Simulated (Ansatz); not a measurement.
**Ligand exchange: C3H8Mg + C2H9NSi → C2H7MgN + C3H10Si**

Gas-phase species: C3H8Mg `C[CH2][Mg][CH3]`, singlet; C2H9NSi `CC[SiH2]N`, singlet; C2H7MgN `C[CH2][Mg][NH2]`, singlet; C3H10Si `CC[SiH2]C`, singlet. The partners trade CH3 for NH2: Mg–CH3 and Si–NH2 bonds give way to Mg–NH2 and Si–CH3.

Shapes, held fixed at every level: PBE0-D4/def2-TZVP. Flexible molecules stand in one conformer, not always the lowest. Programs: Ansatz 0.2.0. Electronic energies: no zero-point or thermal term.

```csv
level,kind,ΔE (kJ/mol),less CCSD(T)/def2-TZVPP
HF/def2-SVP,Hartree–Fock,-32.2,-6.2
SPW92/def2-TZVPP,LDA,-22.7,+3.3
r2SCAN-D4/def2-TZVPP,meta-GGA,-27.4,-1.4
BHLYP-D4/def2-TZVPP,global hybrid,-24.5,+1.5
PBE0-D4/def2-TZVPP,global hybrid,-25.2,+0.8
MP2/def2-TZVPP,perturbation theory,-27.6,-1.6
CCSD/def2-SVP,coupled cluster or CI,-36.6,-10.6
CCSD(T)/def2-TZVPP,coupled cluster or CI,-26.0,0.0
```

The highest level, CCSD(T)/def2-TZVPP, gives ΔE = -26.0 kJ/mol; the levels span -36.6 to -22.7. The column of differences is taken from that level and isn't an error. No measured value is set beside it here. Outer-core shells of Mg are correlated, in sets that cover them unevenly.

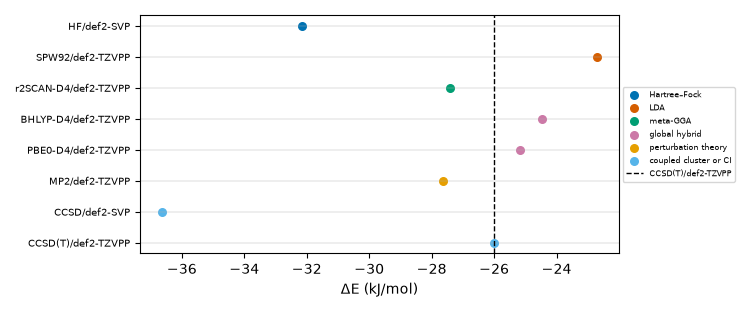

The values of the table, level by level.
